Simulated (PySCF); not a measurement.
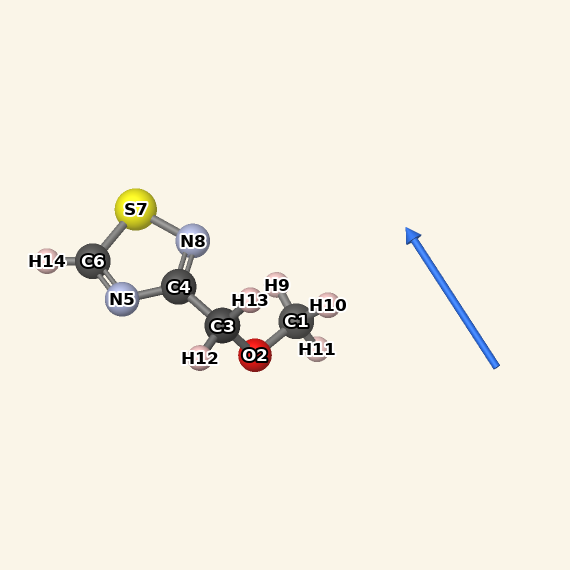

The arrow beside the molecule shows the direction of the dipole moment, from the negative to the positive end (its length means nothing). Computed geometry: GFN2-xTB optimisation. No frequency run is at hand to confirm it as a minimum. Method: PBE0/pcSseg-1, gas phase (PySCF 2.14.0).

Q: Estimate the dipole moment.

A: 2.03 D; it points from the side of H11 to the side of S7, H14 (the outermost atoms at the two ends).
